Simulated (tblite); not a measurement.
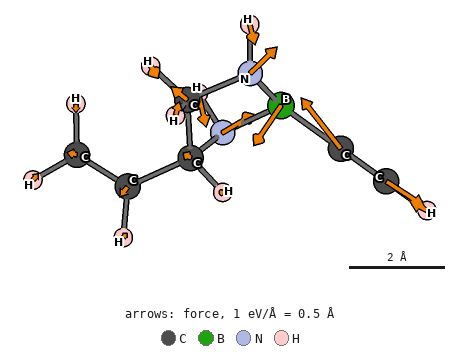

Starting geometry of C6H9BN2 with the computed forces as orange arrows. The picture is a ball-and-stick view, seen at a tilt.

Computed with tblite 0.8.0, GFN2-xTB geometry optimisation, gas phase. 

What follows when this structure is relaxed?

It isn't relaxed: the largest force vector, on a C atom, is 2.89 eV/Å. The final displacements have little in common with the starting forces (cosine between the two patterns 0.20). An H atom moves most after the best rigid fit: 2.99 Å. By element the largest moves are H 2.99 Å, N 1.46 Å, C 1.03 Å, B 0.84 Å. Among the contacts that change: B–N 1.540 → 1.407 Å, H–N 1.062 → 1.004 Å, B–C 1.571 → 1.518 Å, C–C 1.520 → 1.552 Å. Bond angles that change, for instance: B–N–H 106.4° → 130.0°, B–N–H 113.2° → 130.1°, B–N–C 97.5° → 112.5°. Groups turn about C–C by about 165°, C–C by about 50°. Over 218 geometry steps the energy falls by 55.7 kcal/mol. The run took 0.91 s on 1 thread of AMD EPYC 9R45 96-Core Processor, on a shared host.
